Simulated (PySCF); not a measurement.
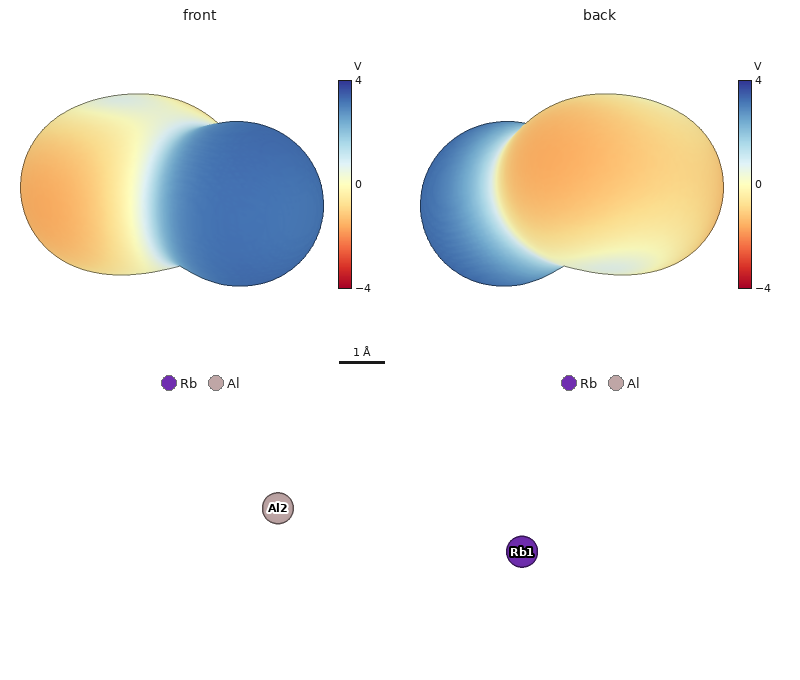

The picture shows: RbAl (triplet). The electrostatic potential painted on the density surface at 0.002 e/bohr³, seen from the front and from behind; the colour scale runs from red (negative) to blue (positive). The bare structure is drawn below in the same view.

Core potentials replace the inner electrons of Rb.

All numbers below come from PySCF, PBE0/def2-SVP, non-relativistic Hamiltonian with scalar-relativistic core potentials where named, at a bond length of 3.577 Å.

### Which sites attract a positive test charge, and which a negative one?

A positive charge is drawn to the negative regions and a negative charge to the positive ones. The most negative region (about −1.6 V) lies over Al2, the most positive (about +3.3 V) over Rb1.
